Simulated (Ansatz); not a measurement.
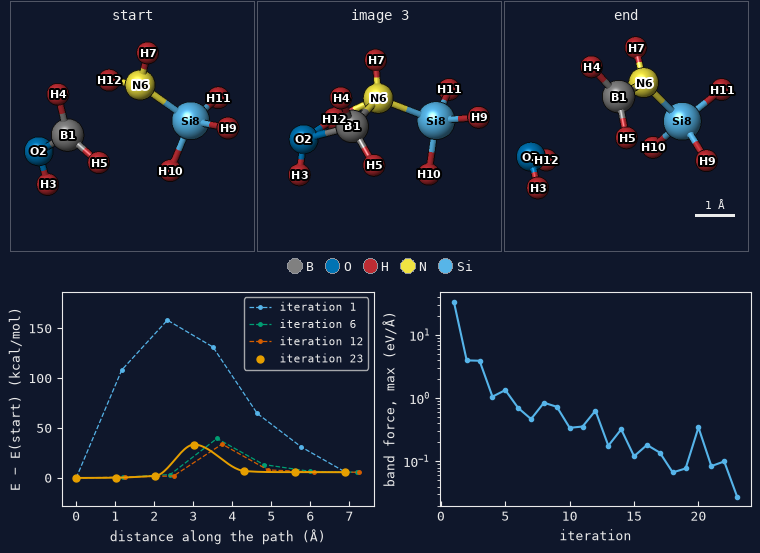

A nudged-elastic-band calculation for BSiNH₈O, made up at the start of BH3O and SiNH5. Images are numbered from 0 (start) to 6 (end). The plot follows the band through its iterations. Style: ball-and-stick. Shown from a free direction.

These are results of Ansatz 0.2.0, RHF/6-31G*, not measurements. Settings: 5 movable images; climbing image; force threshold 0.05 eV/Å; iteration limit 60; starting path through a guess of the saddle point.

**Did the band converge, and can the barrier be trusted?**

The result is final at these settings. The band converged in 23 iterations. The largest component of the band force went from 34 to 0.028 eV/Å. The climbing image converged on the top of the path. Its vibrational analysis gives one imaginary mode (1862i cm⁻¹), as a transition state must have. The first iteration put the highest image at 158.3 kcal/mol. Forward barrier 33.5 kcal/mol, backward barrier 27.7 kcal/mol, with image 3 at the top; the reaction energy is +5.7 kcal/mol.

Limits of the set-up: the start holds two separate molecules, 2.9 Å apart at their closest, whose relative position is a soft coordinate and is computed without a dispersion correction; Hartree-Fock leaves out electron correlation.

The run took 2.8 min on 1 thread of Arm Neoverse V2, on a shared host, peak memory 0.15 GiB.
